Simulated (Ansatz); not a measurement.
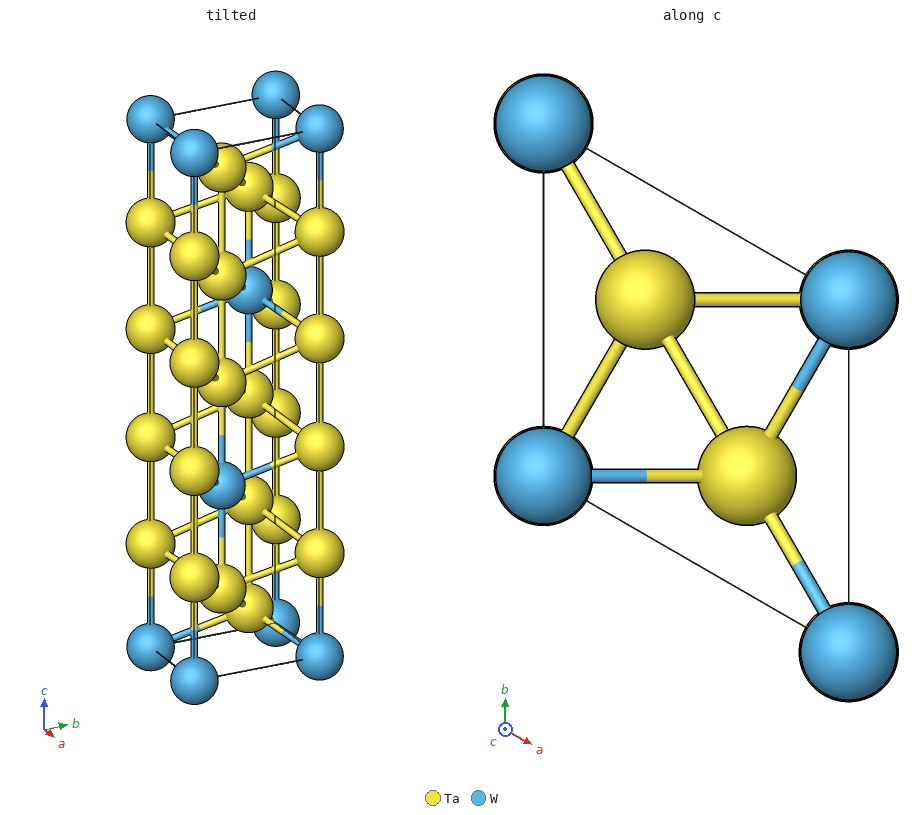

A ball-and-stick rendering, viewed slightly off an axis and along the c axis. The box is the conventional unit cell; atoms on or close to its faces, edges and corners are drawn wherever they repeat.

Ta$_{4}$W, space group R-3m (No. 166), a = 4.646 Å, b = 4.646 Å, c = 14.264 Å, α = 90.00°, β = 90.00°, γ = 120.00°. Origin of the cell: a structure type filled with these elements by a generator (whether the compound takes this form wasn't checked). Earlier steps of the study may have refined or changed the cell and positions. A calculation with Ansatz used it as input.

This one geometry was computed with Ansatz (DFT, plane waves, PAW) at three levels of theory: r2SCAN, PBE and LDA.

Question: Which level gives the highest pressure at this volume, and what does that say about its equilibrium volume?

Answer: Highest: PBE (0.0 GPa), which points to the largest equilibrium volume. Lowest, with the smallest volume: LDA (-12.2 GPa). Levels within 0.5 GPa of each other can't be told apart.

Question: How does the band gap change with the level of theory?

Answer: All levels give a metal.

Question: Collect the results in a table.

Answer:
| level | cutoff (eV) | k-mesh of the run's cell | gap (eV) | pressure (GPa) |
| --- | --- | --- | --- | --- |
| r2SCAN | 500 | 12×12×12 | metal | -3.1 |
| PBE | 420 | 12×12×12 | metal | 0.0 |
| LDA | 420 | 12×12×12 | metal | -12.2 |

Gaps are taken on the k-mesh or band path of each run.
